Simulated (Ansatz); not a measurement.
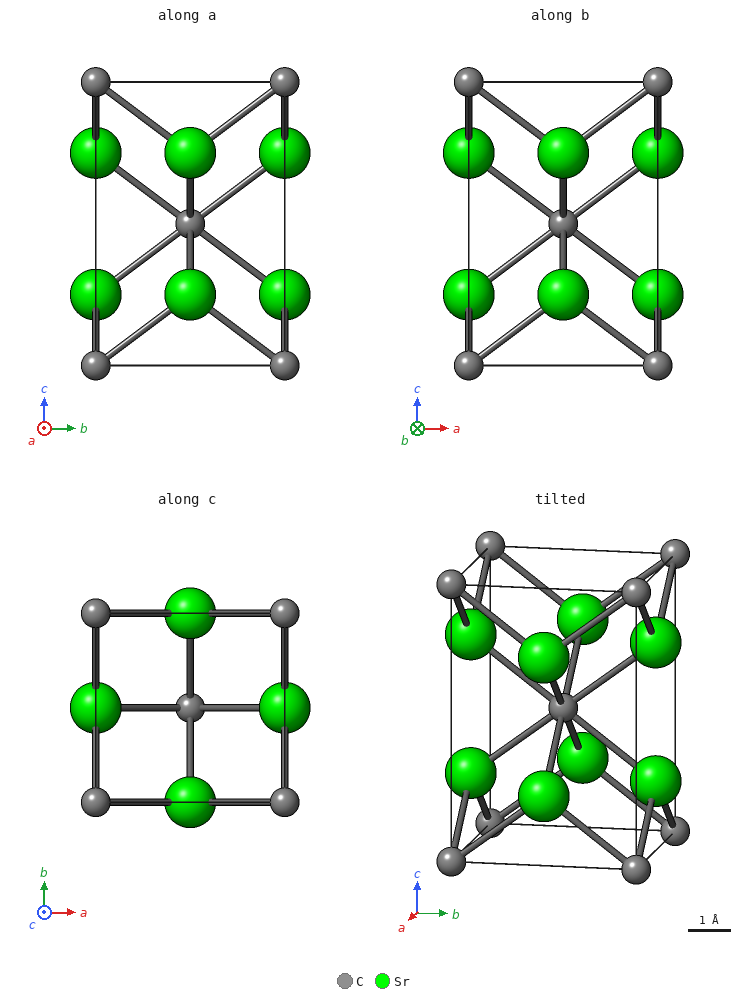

This ball-and-stick model is shown along the a axis, along the b axis, along the c axis and slightly off an axis. The edges of the conventional unit cell are marked.

Lattice parameters: a = 4.5053 Å, b = 4.5053 Å, c = 6.7596 Å, α = 90.000°, β = 90.000°, γ = 90.000°.

Question: Set out the cell and atoms as a CIF in P1 with every atom of the cell.

Answer:
```cif
data_structure
_symmetry_space_group_name_H-M 'P 1'
_symmetry_Int_Tables_number 1
_cell_length_a 4.5053
_cell_length_b 4.5053
_cell_length_c 6.7596
_cell_angle_alpha 90.000
_cell_angle_beta 90.000
_cell_angle_gamma 90.000
_cell_volume 137.21
loop_
_atom_site_label
_atom_site_type_symbol
_atom_site_fract_x
_atom_site_fract_y
_atom_site_fract_z
_atom_site_occupancy
C1 C 0.0000 0.0000 0.0000 1
Sr1 Sr 0.0000 0.5000 0.2500 1
Sr2 Sr 0.5000 0.0000 0.2500 1
C2 C 0.5000 0.5000 0.5000 1
Sr3 Sr 0.5000 0.0000 0.7500 1
Sr4 Sr 0.0000 0.5000 0.7500 1
```

The structure was taken from a structure type filled with these elements by a generator (whether the compound takes this form wasn't checked). The cell was then strained or its atoms displaced on purpose. Ansatz was used for an electronic-structure calculation on it.

At this level of theory the cell isn't at rest (compressed, at 5 GPa), so its distances can differ from those at equilibrium, the more so the softer the solid.
